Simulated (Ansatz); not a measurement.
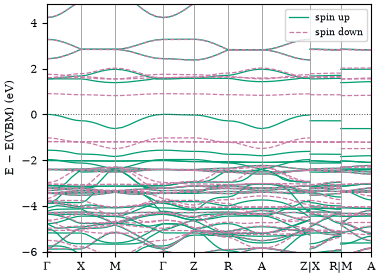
Figure. Band structure from PBE+D3(BJ) (plane waves, PAW; program Ansatz)

Problem. Read off the gap and where the band edges lie.

Solution. About 0.8 eV (0.82 eV by a search for the band edges); maximum at Γ, minimum at M.

The material is C₉H₈F₆N₄NiO₂Si in space group P4/mmm (No. 123; Pearson symbol tP31).

The cell is a constructed one: a structure type filled with these elements; neither database checked (COD, Materials Project) lists it. Whether it is the stable phase at ambient conditions was not checked. The PBE+D3(BJ) relaxation kept the symmetry of its start; whether a distortion lowers the energy is not shown. Magnetic state: ferromagnetic, the only order run, not a proven ground state. The cell computed holds one magnetic atom, so no antiferromagnetic order was within reach. No Hubbard U is applied.

Potentials: the later of the program's two PAW sets.
